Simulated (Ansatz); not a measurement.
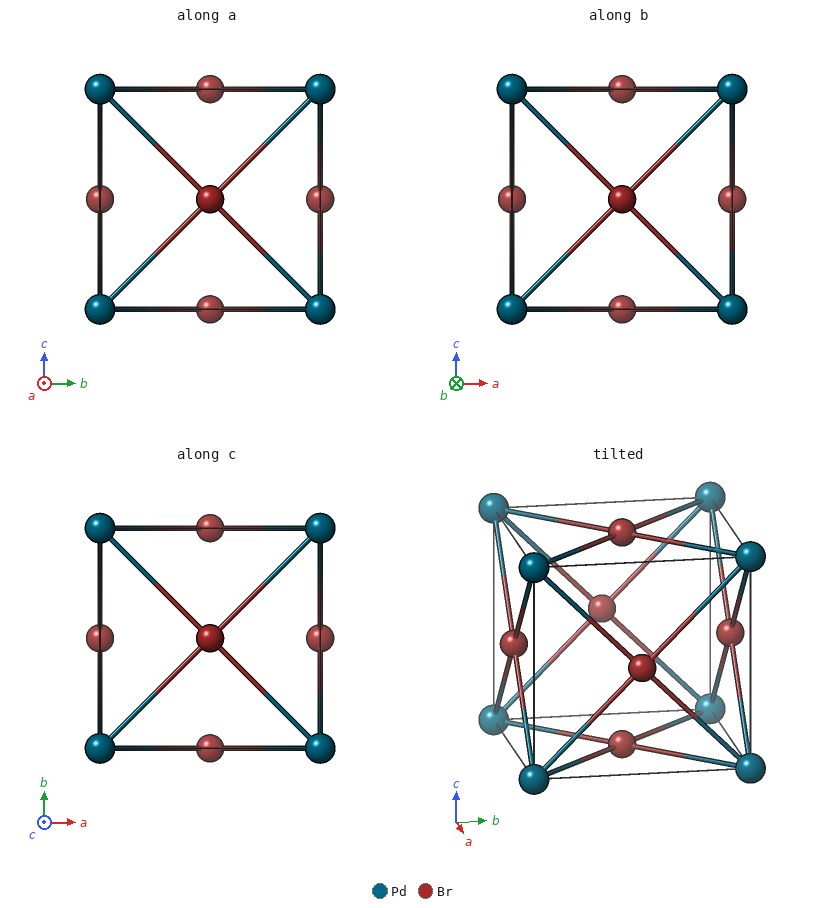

Shown here is a ball-and-stick view of the crystal, taken along the a axis, along the b axis, along the c axis and slightly off an axis. The wireframe shows the conventional unit cell.

Lattice parameters: a = 4.6378 Å, b = 4.6378 Å, c = 4.6378 Å, α = 90.000°, β = 90.000°, γ = 90.000°.

### Record the structure as a CIF in P1 with every atom of the cell.

```cif
data_structure
_symmetry_space_group_name_H-M 'P 1'
_symmetry_Int_Tables_number 1
_cell_length_a 4.6378
_cell_length_b 4.6378
_cell_length_c 4.6378
_cell_angle_alpha 90.000
_cell_angle_beta 90.000
_cell_angle_gamma 90.000
_cell_volume 99.75
loop_
_atom_site_label
_atom_site_type_symbol
_atom_site_fract_x
_atom_site_fract_y
_atom_site_fract_z
_atom_site_occupancy
Pd1 Pd 0.0000 0.0000 0.0000 1
Br1 Br 0.0000 0.5000 0.5000 1
Br2 Br 0.5000 0.0000 0.5000 1
Br3 Br 0.5000 0.5000 0.0000 1
```

It goes back to a structure type filled with these elements by a generator (whether the compound takes this form wasn't checked). The picture shows the end point of a geometry optimisation with DFT PBE, scalar-relativistic, plane waves, PAW (Ansatz).
